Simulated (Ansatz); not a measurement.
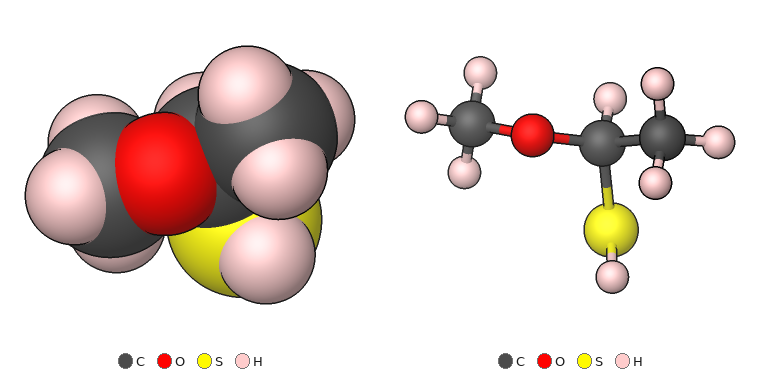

The same structure drawn twice, from different directions.

Computed geometry: PBE0-D4/def2-TZVP optimisation.

**What is the molecular formula?**

C3H8OS, 13 atoms: 3 carbon, 8 hydrogen, 1 oxygen and 1 sulfur.

**Count the bonded pairs by element.**

7 C–H, 2 C–O, 1 C–C, 1 C–S, 1 S–H.

**Write the SMILES.**

CO[C@@H](C)S

More results for the same structure follow; atom numbers are the same in all pictures, views and colours differ.

**Geometry**

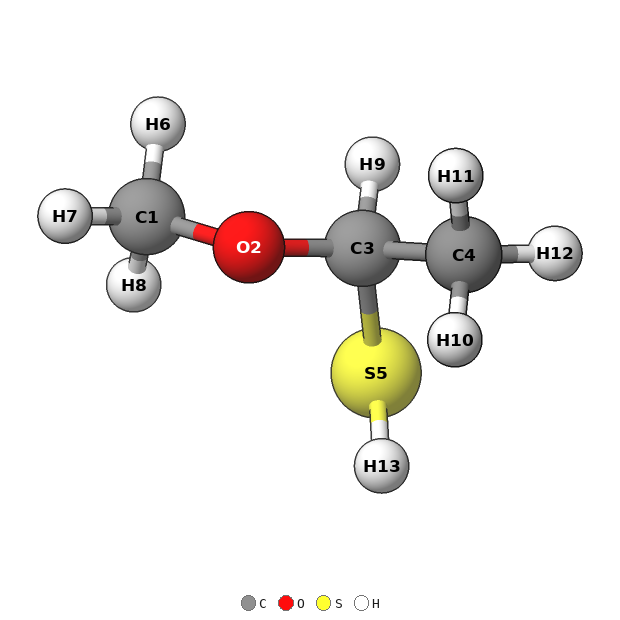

Numbered structure.

List the bonds and their lengths.

```
  bond  length (Å)   order
 C1–O2       1.406  single
 C1–H6       1.098  single
 C1–H7       1.089  single
 C1–H8       1.095  single
 O2–C3       1.392  single
 C3–C4       1.509  single
 C3–S5       1.836  single
 C3–H9       1.101  single
C4–H10       1.092  single
C4–H11       1.092  single
C4–H12       1.089  single
S5–H13       1.343  single
```

**Levels of theory compared**

Program: Ansatz 0.2.0.

Compare dipole (D), HOMO energy (eV) at these levels: B3LYP-D4/def2-TZVPP; PBE-D4/def2-TZVPP; r2SCAN-D4/def2-TZVPP; ωB97M-V/def2-TZVPP.

```csv
level,dipole (D),HOMO energy (eV)
B3LYP-D4/def2-TZVPP,0.86,−6.78
PBE-D4/def2-TZVPP,0.92,−5.75
r2SCAN-D4/def2-TZVPP,0.96,−6.01
ωB97M-V/def2-TZVPP,0.83,−9.29
```

**Vibrations**

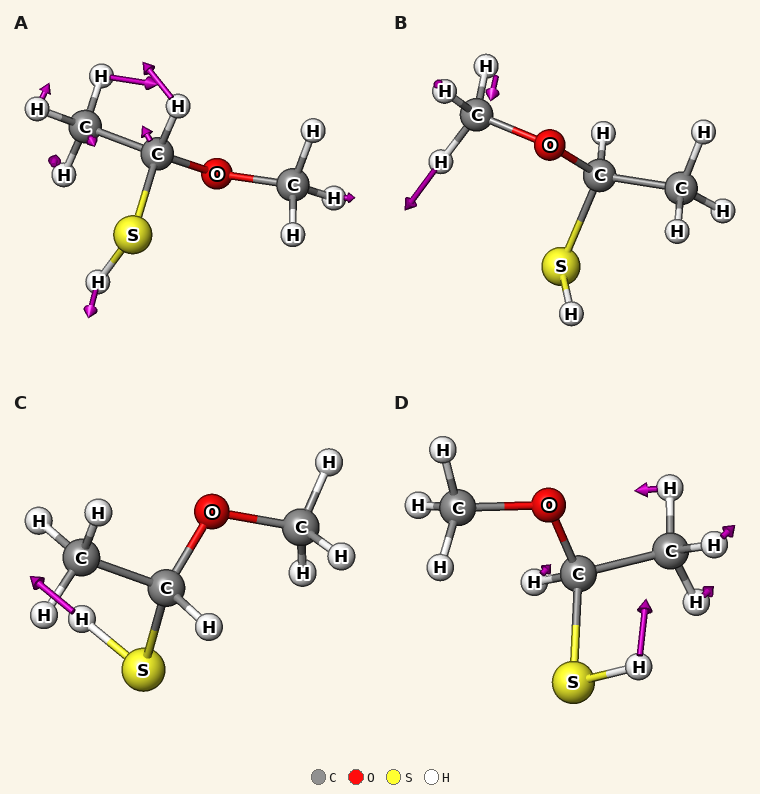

4 normal modes of one molecule or complex, as arrows. Harmonic vibrations computed with RKS PBE0-D4/def2-TZVP (Ansatz 0.2.0) at a stationary point of the same level.

**Match the panels to the wavenumbers 866 cm⁻¹, 1039 cm⁻¹, 2703 cm⁻¹, 3075 cm⁻¹.**

A: 1039 cm⁻¹
B: 3075 cm⁻¹, out-of-phase stretching of 2 C–H bonds
C: 2703 cm⁻¹, S–H stretching
D: 866 cm⁻¹, C–S–H bending

**Charges**

The questions are on Mulliken charges. Properties computed with RKS ωB97M-V/def2-TZVPP (Ansatz 0.2.0).

List the Mulliken charges.

```json
{"atom": "C1", "value (e)": "−0.19"}
{"atom": "O2", "value (e)": "−0.28"}
{"atom": "C3", "value (e)": "0.05"}
{"atom": "C4", "value (e)": "−0.29"}
{"atom": "S5", "value (e)": "−0.18"}
{"atom": "H6", "value (e)": "0.10"}
{"atom": "H7", "value (e)": "0.13"}
{"atom": "H8", "value (e)": "0.12"}
{"atom": "H9", "value (e)": "0.10"}
{"atom": "H10", "value (e)": "0.11"}
{"atom": "H11", "value (e)": "0.11"}
{"atom": "H12", "value (e)": "0.11"}
{"atom": "H13", "value (e)": "0.11"}
```

Mulliken values depend strongly on the basis set and can even reverse the polarity of a bond.
